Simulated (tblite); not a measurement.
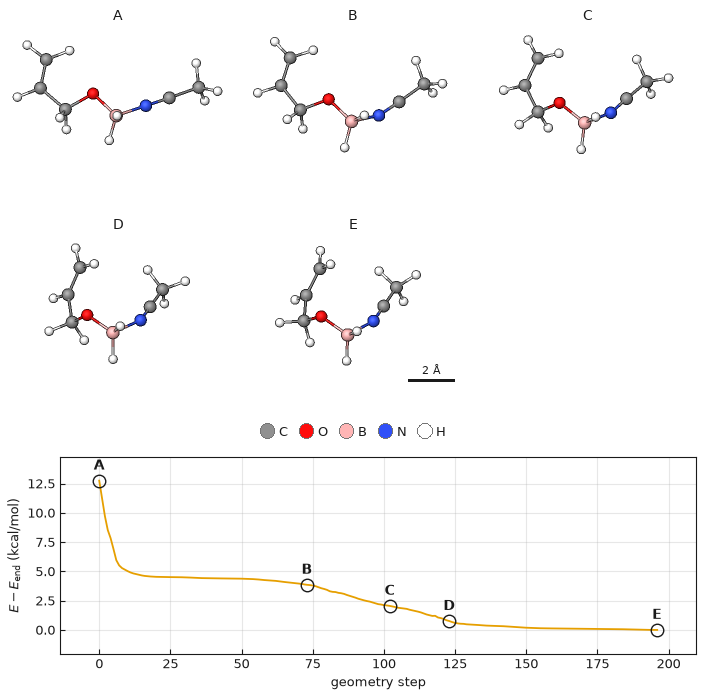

Frames of a relaxation of C₅H₁₀BNO, marked on the history of the run. Style: ball-and-stick. Shown at a tilt.

All numbers below come from GFN2-xTB geometry optimisation, gas phase (tblite). 

Q: What happens along the run?

A: Over 196 geometry steps the energy falls by 12.8 kcal/mol. The atom that moves furthest after the best rigid fit is an H atom (2.57 Å). By element the largest moves are H 2.57 Å, C 1.72 Å, O 1.27 Å, B 0.92 Å, N 0.63 Å. Some distances before and after: B–N 1.496 → 1.580 Å, B–O 1.488 → 1.431 Å, C–C 1.482 → 1.428 Å, C–H 1.109 → 1.078 Å. Among the angles between lasting bonds that change: B–N–C 178.9° → 157.0°, C–O–B 106.3° → 120.1°, O–B–H 106.8° → 116.6°. Groups turn about B–O by about 75°, C–O by about 70°. Cost: 4.2 s on 1 thread of Intel(R) Xeon(R) Processor @ 2.50GHz, with other jobs on the host. From step 0 to 73: an H atom moves most (0.68 Å), energy −8.90 kcal/mol. From step 73 to 102: H atoms move most (0.80 Å), energy −1.80 kcal/mol. From step 102 to 123: an H atom moves most (1.00 Å), energy −1.30 kcal/mol. From step 123 to 196: H atoms move most (0.45 Å), energy −0.76 kcal/mol.

```json
{"step": "0", "E − E(0), kcal/mol": "0.00"}
{"step": "1", "E − E(0), kcal/mol": "-1.50"}
{"step": "2", "E − E(0), kcal/mol": "-3.04"}
{"step": "3", "E − E(0), kcal/mol": "-4.22"}
{"step": "4", "E − E(0), kcal/mol": "-4.91"}
{"step": "5", "E − E(0), kcal/mol": "-5.83"}
{"step": "6", "E − E(0), kcal/mol": "-6.79"}
{"step": "7", "E − E(0), kcal/mol": "-7.24"}
{"step": "8", "E − E(0), kcal/mol": "-7.47"}
{"step": "9", "E − E(0), kcal/mol": "-7.60"}
{"step": "10", "E − E(0), kcal/mol": "-7.73"}
{"step": "20", "E − E(0), kcal/mol": "-8.21"}
{"step": "30", "E − E(0), kcal/mol": "-8.26"}
{"step": "39", "E − E(0), kcal/mol": "-8.34"}
{"step": "49", "E − E(0), kcal/mol": "-8.37"}
{"step": "59", "E − E(0), kcal/mol": "-8.51"}
{"step": "69", "E − E(0), kcal/mol": "-8.76"}
{"step": "79", "E − E(0), kcal/mol": "-9.25"}
{"step": "88", "E − E(0), kcal/mol": "-9.84"}
{"step": "98", "E − E(0), kcal/mol": "-10.55"}
{"step": "108", "E − E(0), kcal/mol": "-10.95"}
{"step": "118", "E − E(0), kcal/mol": "-11.54"}
{"step": "127", "E − E(0), kcal/mol": "-12.22"}
{"step": "137", "E − E(0), kcal/mol": "-12.39"}
{"step": "147", "E − E(0), kcal/mol": "-12.52"}
{"step": "157", "E − E(0), kcal/mol": "-12.62"}
{"step": "167", "E − E(0), kcal/mol": "-12.65"}
{"step": "176", "E − E(0), kcal/mol": "-12.66"}
{"step": "186", "E − E(0), kcal/mol": "-12.70"}
{"step": "196", "E − E(0), kcal/mol": "-12.75"}
```
